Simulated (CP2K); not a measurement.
# CH5Cl2FSi2 (SMILES F[SiH]([SiH3])C(Cl)Cl): GFN2-xTB

Aim: the energy difference between two shapes of CH5Cl2FSi2 at GFN2-xTB, from 2 runs. 

The results are computed with CP2K 2026.2.

3 further runs of the same task are left out: 1 that didn't finish, 2 set aside as unsound or not needed.

### 1 Starting point

The species is CH5Cl2FSi2 (11 atoms), meant as a singlet with charge 0. As SMILES, `F[SiH]([SiH3])C(Cl)Cl`. Geometry: a rough force-field guess. This is one conformer, not always the lowest.

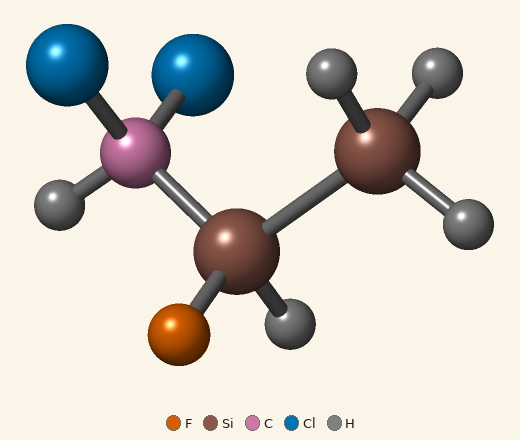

Viewed from a chosen angle; fluorine orange, silicon brown, carbon pink, chlorine blue, hydrogen grey.

### 2 Energy and forces at GFN2-xTB

The input, mol.inp:

```
&FORCE_EVAL
 METHOD QS
 &DFT
  CHARGE 0
  MULTIPLICITY 1
  &QS
   METHOD XTB
   EPS_DEFAULT 1.0E-10
   &XTB
    GFN_TYPE TBLITE
    &TBLITE
     METHOD GFN2
    &END TBLITE
    CHECK_ATOMIC_CHARGES F
   &END XTB
  &END QS
  &POISSON
   PERIODIC NONE
   POISSON_SOLVER ANALYTIC
  &END POISSON
  &SCF
   SCF_GUESS ATOMIC
   EPS_SCF 1.0E-06
   MAX_SCF 150
   ADDED_MOS 4
   &DIAGONALIZATION
    ALGORITHM STANDARD
   &END DIAGONALIZATION
   &MIXING
    METHOD DIRECT_P_MIXING
    ALPHA 0.4
   &END MIXING
  &END SCF
  &PRINT
   &MOMENTS
    PERIODIC F
    REFERENCE COM
    MAX_MOMENT 1
   &END MOMENTS
   &MO ON
    ENERGIES T
    OCCUPATION_NUMBERS T
    NDIGITS 6
    &EACH
     QS_SCF 0
    &END EACH
    ADD_LAST NUMERIC
   &END MO
   &HIRSHFELD OFF
   &END HIRSHFELD
  &END PRINT
 &END DFT
 &SUBSYS
  &CELL
   ABC [angstrom] 20.7 20.4 20
   PERIODIC NONE
  &END CELL
  &COORD
   UNIT bohr
   F     -2.5590671    -3.4581988     0.3135056
   Si    -1.2307786    -0.9240761    -0.7997321
   Si     3.0150580    -1.3112810    -0.3257888
   C     -2.2824112     1.9333788     0.7900945
   Cl    -1.1521660     4.6840641    -0.6353259
   Cl    -1.7345796     1.9018204     4.0814305
   H     -1.7668939    -0.8154168    -3.5470159
   H      4.1037293    -3.5642124    -1.6538883
   H      3.8034518    -1.5119699     2.4883914
   H      4.4229040     0.9119818    -1.3332018
   H     -4.4956585     2.0461954     0.6604593
  &END COORD
  &TOPOLOGY
   &CENTER_COORDINATES
   &END CENTER_COORDINATES
  &END TOPOLOGY
 &END SUBSYS
 &PRINT
  &FORCES ON
  &END FORCES
 &END PRINT
&END FORCE_EVAL
&GLOBAL
 PROJECT_NAME mol
 RUN_TYPE ENERGY_FORCE
 PRINT_LEVEL MEDIUM
&END GLOBAL
```

Launch:

```bash
$ OMP_NUM_THREADS=1 cp2k.psmp -i mol.inp > mol.out 2>&1
```

Standard output:

```text
CP2K| version string:                                       CP2K version 2026.2
[...]
 GLOBAL| Method name                                                        CP2K
[...]
 GLOBAL| Run type                                                   ENERGY_FORCE
[...]
                             - Atoms:                                         11
[...]
                             - Spherical basis functions:                     49
[...]
 Number of electrons:                                                         38
[...]
  *** SCF run converged in    22 steps ***
[...]
  Fermi energy:                                                -0.26489012655518
[...]
 TB_DIPOLE| Moment [Debye]          1.11806299      -1.57248357      -2.15865287
 TB_DIPOLE| Derivative [a.u.]       0.00000000       0.00000000       0.00000000
[...]
 ENERGY| Total FORCE_EVAL ( QS ) energy [hartree]            -22.010715956549404
 FORCES| Atomic forces [hartree/bohr]
 FORCES|   Atom     x               y               z               |f|
 FORCES|      1 -3.17139065E-03  1.08143631E-02 -2.62743479E-03   1.15720172E-02
 FORCES|      2  2.59182490E-02 -4.32250377E-02 -3.12600768E-02   5.93072670E-02
 FORCES|      3  2.83385901E-02 -3.96705920E-03  1.74420503E-02   3.35117646E-02
 FORCES|      4 -6.95584618E-02  2.45798318E-02  1.55034836E-02   7.53850498E-02
 FORCES|      5  5.48884244E-03  6.11443308E-03 -2.85876228E-03   8.69978189E-03
 FORCES|      6  5.80572962E-03  5.83241118E-04  6.30751670E-03   8.59252196E-03
 FORCES|      7 -8.71529986E-03  5.18289413E-04  8.94176055E-03   1.24972060E-02
 FORCES|      8 -5.58401529E-03  8.45887883E-03  5.53194478E-03   1.15471326E-02
 FORCES|      9 -5.21541502E-03  6.56531960E-04 -2.08768592E-02   2.15284658E-02
 FORCES|     10 -5.09655876E-03 -6.57749362E-03  2.74951422E-03   8.76345605E-03
 FORCES|     11  3.17897302E-02  2.04402121E-03  1.14686294E-03   3.18760139E-02
 FORCES| Sum    -1.38777878E-17  4.94396191E-17 -1.37910516E-16
 FORCES| Total atomic force                                       1.47160387E-16
[...]
```

Run time: 0.48 s. Hardware: 1 thread of Arm Neoverse N1, shared host; peak memory 0.14 GiB.

### 3 The distorted shape

The input, molecule.inp:

```
&GLOBAL
 PROJECT_NAME molecule
 RUN_TYPE ENERGY_FORCE
 PRINT_LEVEL MEDIUM
&END GLOBAL
&FORCE_EVAL
 METHOD QS
 &DFT
  ! Quickstep
  &QS
   METHOD XTB
   EPS_DEFAULT 1.0E-10
   &XTB
    GFN_TYPE TBLITE
    &TBLITE
     METHOD GFN2
    &END TBLITE
    CHECK_ATOMIC_CHARGES F
   &END XTB
  &END QS
  &POISSON
   PERIODIC NONE
   POISSON_SOLVER ANALYTIC
  &END POISSON
  &SCF
   SCF_GUESS ATOMIC
   EPS_SCF 1.0E-06
   MAX_SCF 150
   ADDED_MOS 4
   &DIAGONALIZATION
    ALGORITHM STANDARD
   &END DIAGONALIZATION
   &MIXING
    METHOD DIRECT_P_MIXING
    ALPHA 0.4
   &END MIXING
  &END SCF
  &PRINT
   &MOMENTS
    PERIODIC F
    REFERENCE COM
    MAX_MOMENT 1
   &END MOMENTS
   &MO ON
    ENERGIES T
    OCCUPATION_NUMBERS T
    NDIGITS 6
    &EACH
     QS_SCF 0
    &END EACH
    ADD_LAST NUMERIC
   &END MO
   &HIRSHFELD OFF
   &END HIRSHFELD
  &END PRINT
 &END DFT
 &SUBSYS
  &CELL
   ABC 20.8 20.4 20
   PERIODIC NONE
  &END CELL
  &COORD
   UNIT bohr
   F     -2.5381214    -3.4358169     0.1927502
   Si    -1.2319200    -0.8750074    -0.8151277
   Si     3.0505754    -1.2910760    -0.4002856
   C     -2.3448213     1.9215567     0.8038252
   Cl    -1.1767117     4.7096832    -0.6279125
   Cl    -1.8065687     1.8802586     4.0658327
   H     -1.8042784    -0.8168436    -3.5283039
   H      4.0903916    -3.5252879    -1.7009368
   H      3.7849551    -1.5052935     2.5564139
   H      4.4925801     0.9183786    -1.3407815
   H     -4.5303746     2.0655840     0.7084810
  &END COORD
  &TOPOLOGY
   &CENTER_COORDINATES
   &END CENTER_COORDINATES
  &END TOPOLOGY
 &END SUBSYS
 ! extra output
 &PRINT
  &FORCES ON
  &END FORCES
 &END PRINT
&END FORCE_EVAL
```

Launch:

```bash
$ OMP_NUM_THREADS=1 cp2k.psmp -i molecule.inp -o molecule.out
```

Standard output:

```text
CP2K| version string:                                       CP2K version 2026.2
[...]
 GLOBAL| Method name                                                        CP2K
[...]
 GLOBAL| Run type                                                   ENERGY_FORCE
[...]
                             - Atoms:                                         11
[...]
                             - Spherical basis functions:                     49
[...]
 Number of electrons:                                                         38
[...]
  *** SCF run converged in    21 steps ***
[...]
  Fermi energy:                                                -0.26660667466961
[...]
 TB_DIPOLE| Moment [Debye]          1.17149359      -1.59182725      -2.21184945
 TB_DIPOLE| Derivative [a.u.]       0.00000000       0.00000000       0.00000000
[...]
 ENERGY| Total FORCE_EVAL ( QS ) energy [hartree]            -22.009050049674805
 FORCES| Atomic forces [hartree/bohr]
 FORCES|   Atom     x               y               z               |f|
 FORCES|      1 -5.73346159E-03  4.49106872E-03  1.61322679E-03   7.45954293E-03
 FORCES|      2  3.42605237E-02 -4.32502100E-02 -3.36642275E-02   6.46346993E-02
 FORCES|      3  1.99828795E-02  4.10265942E-04  3.11636329E-02   3.70223690E-02
 FORCES|      4 -6.48744297E-02  3.41655029E-02  1.43372984E-02   7.47096469E-02
 FORCES|      5  2.58709105E-03  1.01770802E-03 -4.03694068E-05   2.78035958E-03
 FORCES|      6  8.06014854E-03  4.70566378E-04  1.15066455E-02   1.40566823E-02
 FORCES|      7 -8.90621131E-03  2.24958411E-03  3.90600607E-03   9.98188920E-03
 FORCES|      8 -2.75021452E-03  3.03914356E-03  2.51424649E-03   4.80848302E-03
 FORCES|      9 -6.13603464E-03  1.01349500E-03 -3.00806454E-02   3.07168248E-02
 FORCES|     10 -4.13722518E-03 -4.81088455E-03  1.59155659E-03   6.54173484E-03
 FORCES|     11  2.76469341E-02  1.20375992E-03 -2.84737035E-03   2.78192293E-02
 FORCES| Sum     1.94289029E-16 -4.56232274E-16  1.23165367E-16
 FORCES| Total atomic force                                       5.10946007E-16
[...]
```

Wall time 0.48 s (1 thread of Arm Neoverse N1, shared host); peak memory 0.14 GiB.

### 4 What came out

Level: GFN2-xTB.

| quantity | value |
| --- | --- |
| first shape: total energy | -22.01072 Eh |
| first shape: dipole moment (from atomic charges alone) | 2.90 D |
| first shape: HOMO energy | -10.68 eV |
| first shape: LUMO energy | -6.33 eV |
| first shape: HOMO–LUMO gap | 4.35 eV |
| first shape: largest force on an atom | 3.876 eV/Å |
| distorted shape: total energy | -22.00905 Eh |
| distorted shape: dipole moment (from atomic charges alone) | 2.97 D |
| distorted shape: HOMO energy | -10.66 eV |
| distorted shape: LUMO energy | -6.38 eV |
| distorted shape: HOMO–LUMO gap | 4.29 eV |
| distorted shape: largest force on an atom | 3.842 eV/Å |
| energy change with the atoms displaced | 0.045 eV |

In words: With the atoms displaced the energy rises by 0.05 eV (1.0 kcal/mol). The first shape isn't relaxed at this level, so the change isn't measured from a minimum. The largest force (first shape) is 3.88 eV/Å: the shape isn't a stationary point for this species at this level. The dipole (first shape) comes from point charges on the atoms alone, without atomic dipoles, so it is partial. The dipole (distorted shape) comes from point charges on the atoms alone, without atomic dipoles, so it is partial.
